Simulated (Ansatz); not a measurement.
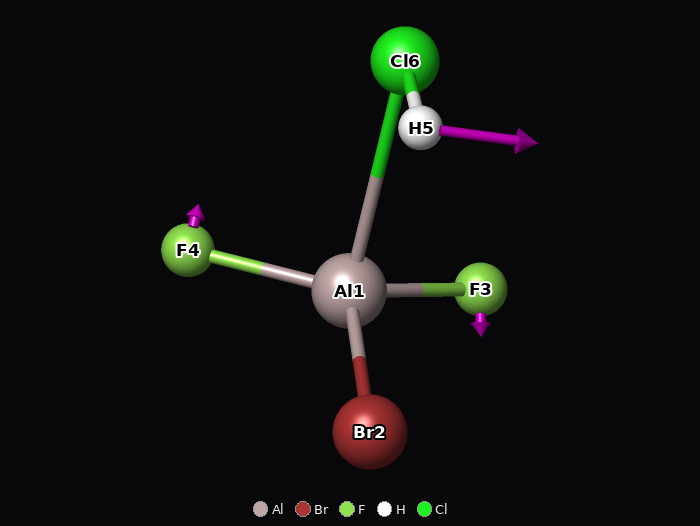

The arrows show one normal mode. Harmonic vibrations computed with RKS PBE0-D4/def2-TZVP (Ansatz 0.2.0) at a stationary point of the same level.

**Estimate its harmonic wavenumber.**

99 cm⁻¹; it is mode 2 of 12 counted from the lowest.
